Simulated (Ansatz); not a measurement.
# SiH2F2 (SiF2H2) at CCSDTQ/STO-3G

What is the energy change on altering one bond length of SiH2F2 (SiF2H2) at CCSDTQ/STO-3G? 

The calculation is run with Ansatz 0.2.0.

54 further runs of the same task are left out: 4 that didn't finish, 50 set aside as unsound or not needed.

**1. Starting point**

SiH2F2: 5 atoms, total charge 0, spin state singlet. SMILES: `[H][Si]([H])(F)F`. Geometry: relaxed at GFN2-xTB.

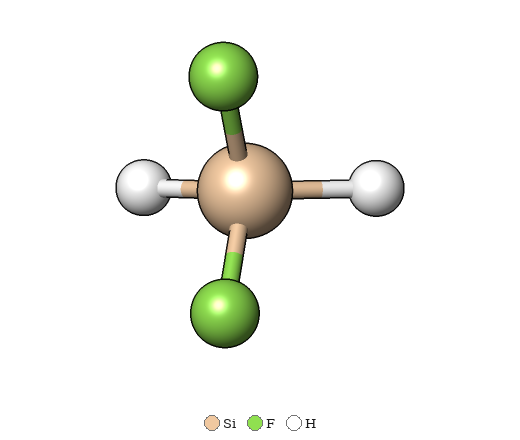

The structure, seen from a chosen angle (silicon light orange, fluorine green, hydrogen white).

**2. The energy at CCSDTQ/STO-3G**

The input, job.yaml:

```yaml
crystal:
  periodic: [false, false, false]
  atoms:
    - {symbol: Si, position_ang: [-0.091360, 0.000560, -0.064290]}
    - {symbol: F, position_ang: [0.009240, -0.018840, 1.526500]}
    - {symbol: F, position_ang: [1.436020, 0.010630, -0.519740]}
    - {symbol: H, position_ang: [-0.680140, 1.257800, -0.455540]}
    - {symbol: H, position_ang: [-0.673740, -1.250150, -0.486920]}
basis:
  gaussian:
    orbitals: STO-3G
correlation:
  method: ccsdtq
  frozen_orbitals: {F: 1, H: 0, Si: 5}
accuracy: high
scf:
  omitted_lower_state_checks: [cluster_reference, increment]
```

The run is started by

```console
$ ansatz run job.yaml --threads 1 --pin off --max-ram 2610MiB --events-out events.jsonl --progress --plain --runs-dir runs
```

Output:

```text
Warning: RAYON_NUM_THREADS=1 ignored (pool sized by the plan → 1); use --threads N
Functional definition: HF
  name "HF"
  exchange = exact_x
  correlation = 0
these checks for a lower state are left out or cut short: cluster_reference, increment
387 factors; integrals over basis functions are off by at most 2.0e-8 eV
mean field evaluation 1: about -13137.1360 eV, gradient 2.2e1 eV
mean field evaluation 2: about -13137.1784 eV, gradient 2.2e1 eV
mean field evaluation 4: about -13139.5028 eV, gradient 1.3e0 eV
mean field evaluation 8: about -13139.5125 eV, gradient 2.0e-6 eV
mean field -13139.51254275 eV, -482.8681796647 hartree, gradient 2.6e-8 eV, S^2 0.000000; 0 other end points of the search recorded, 0 dependent functions left out
7 core orbitals not correlated: weight in the atoms' cores, before any rotation towards them, 1.000 or more for the frozen orbitals, at most 0.000 for the correlated occupied ones
reference -13139.51254275 eV, -482.8681796647 hartree; 10, 10 occupied and 4, 4 virtual orbitals, 387 factors
second order -1.75655646 eV of doubles, -0.00000000 eV of singles
cycle   1  -2.06677180 eV  change   -3.1e-1 eV  update   7.1e-2
cycle   2  -2.30199039 eV  change   -2.4e-1 eV  update   3.1e-2
cycle   3  -2.38069442 eV  change   -7.9e-2 eV  update   1.9e-2
cycle   4  -2.39398092 eV  change   -1.3e-2 eV  update   6.1e-3
cycle   5  -2.39748720 eV  change   -3.5e-3 eV  update   3.6e-3
cycle   6  -2.39754754 eV  change   -6.0e-5 eV  update   2.1e-3
cycle   7  -2.39743856 eV  change    1.1e-4 eV  update   6.3e-4
cycle   8  -2.39722039 eV  change    2.2e-4 eV  update   4.4e-4
cycle   9  -2.39714764 eV  change    7.3e-5 eV  update   1.3e-4
cycle  10  -2.39721255 eV  change   -6.5e-5 eV  update   6.6e-5
cycle  11  -2.39721667 eV  change   -4.1e-6 eV  update   3.2e-5
cycle  12  -2.39721464 eV  change    2.0e-6 eV  update   8.4e-6
cycle  13  -2.39721649 eV  change   -1.9e-6 eV  update   3.4e-6
cycle  14  -2.39721690 eV  change   -4.1e-7 eV  update   2.3e-6
cycle  15  -2.39721610 eV  change    8.0e-7 eV  update   4.2e-7
cycle  16  -2.39721580 eV  change    3.1e-7 eV  update   2.9e-7
cycle  17  -2.39721574 eV  change    6.1e-8 eV  update   1.4e-7
cycle  18  -2.39721575 eV  change   -1.6e-8 eV  update   5.4e-8
cycle  19  -2.39721577 eV  change   -2.0e-8 eV  update   1.3e-8
cycle  20  -2.39721576 eV  change    7.4e-9 eV  update   1.3e-8
cycle  21  -2.39721575 eV  change    1.2e-8 eV  update   9.3e-9
cycle  22  -2.39721576 eV  change   -3.3e-9 eV  update   9.2e-9
cycle  23  -2.39721576 eV  change  -7.9e-10 eV  update   1.5e-9
Total energy: -13141.90975851 eV, -482.9562757188 hartree
Checks for a lower state left out: cluster_reference, increment
```

Wall time 9.6 s (1 thread of Arm Neoverse V1, shared host); peak memory 0.18 GiB.

**3. The distorted shape**

The input, job.yaml:

```yaml
crystal:
  periodic: [false, false, false]
  atoms:
    - {symbol: Si, position_ang: [-0.116510, 0.005410, -0.461980]}
    - {symbol: F, position_ang: [0.009240, -0.018840, 1.526500]}
    - {symbol: F, position_ang: [1.410870, 0.015480, -0.917430]}
    - {symbol: H, position_ang: [-0.705290, 1.262650, -0.853230]}
    - {symbol: H, position_ang: [-0.698890, -1.245300, -0.884610]}
basis:
  gaussian:
    orbitals: STO-3G
total_charge: 0
correlation:
  method: ccsdtq
  frozen_orbitals: {F: 1, H: 0, Si: 5}
accuracy: high
scf:
  omitted_lower_state_checks: [cluster_reference, increment]
```

The run is started by

```console
$ ansatz run job.yaml --threads 1 --pin off --max-ram 2610MiB --events-out events.jsonl --progress --plain --runs-dir runs
```

Output:

```text
Warning: RAYON_NUM_THREADS=1 ignored (pool sized by the plan → 1); use --threads N
[... 4 set-up lines as earlier in the session ...]
these checks for a lower state are left out or cut short: cluster_reference, increment
379 factors; integrals over basis functions are off by at most 2.3e-8 eV
mean field evaluation 1: about -13133.3362 eV, gradient 2.6e1 eV
mean field evaluation 2: about -13133.3705 eV, gradient 2.6e1 eV
mean field evaluation 4: about -13137.6911 eV, gradient 1.6e0 eV
mean field evaluation 8: about -13137.7042 eV, gradient 4.6e-4 eV
mean field -13137.70415099 eV, -482.8017224933 hartree, gradient 5.9e-9 eV, S^2 0.000000; 0 other end points of the search recorded, 0 dependent functions left out; unrestricted orbitals would lower it
7 core orbitals not correlated: weight in the atoms' cores, before any rotation towards them, 1.000 or more for the frozen orbitals, at most 0.000 for the correlated occupied ones
reference -13137.70415099 eV, -482.8017224933 hartree; 10, 10 occupied and 4, 4 virtual orbitals, 379 factors
second order -2.10608555 eV of doubles, -0.00000000 eV of singles
cycle   1  -2.58033779 eV  change   -4.7e-1 eV  update   9.0e-2
cycle   2  -2.92397529 eV  change   -3.4e-1 eV  update   4.2e-2
cycle   3  -3.04662609 eV  change   -1.2e-1 eV  update   2.8e-2
cycle   4  -3.06141144 eV  change   -1.5e-2 eV  update   9.1e-3
cycle   5  -3.06636450 eV  change   -5.0e-3 eV  update   4.2e-3
cycle   6  -3.06771580 eV  change   -1.4e-3 eV  update   2.8e-3
cycle   7  -3.06822555 eV  change   -5.1e-4 eV  update   1.4e-3
cycle   8  -3.06775670 eV  change    4.7e-4 eV  update   7.0e-4
cycle   9  -3.06770677 eV  change    5.0e-5 eV  update   5.2e-4
cycle  10  -3.06785915 eV  change   -1.5e-4 eV  update   1.3e-4
cycle  11  -3.06788851 eV  change   -2.9e-5 eV  update   1.0e-4
cycle  12  -3.06787733 eV  change    1.1e-5 eV  update   4.0e-5
cycle  13  -3.06789062 eV  change   -1.3e-5 eV  update   3.1e-5
cycle  14  -3.06788952 eV  change    1.1e-6 eV  update   1.5e-5
cycle  15  -3.06787785 eV  change    1.2e-5 eV  update   9.1e-6
cycle  16  -3.06787594 eV  change    1.9e-6 eV  update   4.3e-6
cycle  17  -3.06787683 eV  change   -8.9e-7 eV  update   2.8e-6
cycle  18  -3.06787760 eV  change   -7.7e-7 eV  update   8.9e-7
cycle  19  -3.06787819 eV  change   -5.9e-7 eV  update   6.0e-7
cycle  20  -3.06787840 eV  change   -2.1e-7 eV  update   5.3e-7
cycle  21  -3.06787849 eV  change   -8.8e-8 eV  update   3.5e-7
cycle  22  -3.06787845 eV  change    3.5e-8 eV  update   1.3e-7
cycle  23  -3.06787850 eV  change   -4.8e-8 eV  update   5.2e-8
cycle  24  -3.06787847 eV  change    2.6e-8 eV  update   2.4e-8
cycle  25  -3.06787843 eV  change    4.0e-8 eV  update   2.2e-8
cycle  26  -3.06787841 eV  change    2.6e-8 eV  update   1.5e-8
cycle  27  -3.06787839 eV  change    1.3e-8 eV  update   1.2e-8
cycle  28  -3.06787839 eV  change    7.6e-9 eV  update   7.4e-9
cycle  29  -3.06787838 eV  change    2.4e-9 eV  update   5.4e-9
cycle  30  -3.06787838 eV  change  -9.4e-10 eV  update   2.7e-9
cycle  31  -3.06787839 eV  change  -5.5e-10 eV  update  8.3e-10
Total energy: -13140.77202938 eV, -482.9144649445 hartree
Checks for a lower state left out: cluster_reference, increment
```

Run time: 11 s. Hardware: 1 thread of Arm Neoverse V1, shared host; peak memory 0.18 GiB.

**4. Summary of results**

At CCSDTQ/STO-3G, 7 core orbitals frozen:

```
                                                          quantity          value
                                         first shape: total energy  -482.95628 Eh
          first shape: correlation energy (7 core orbitals frozen)      -88.1 mEh
                                        first shape: T1 diagnostic          0.009
                                     distorted shape: total energy  -482.91446 Eh
      distorted shape: correlation energy (7 core orbitals frozen)     -112.7 mEh
                                    distorted shape: T1 diagnostic          0.012
energy change with the Si1–F2 bond stretched from 1.594 to 1.993 Å       1.138 eV
```

With the Si1–F2 bond stretched from 1.594 to 1.993 Å the energy rises by 1.14 eV (26 kcal/mol). The first shape isn't relaxed at this level, so the change isn't measured from a minimum. The minimal basis adds a large error of its own. The restricted solution (distorted shape) is unstable to spin breaking: an unrestricted one lies lower.
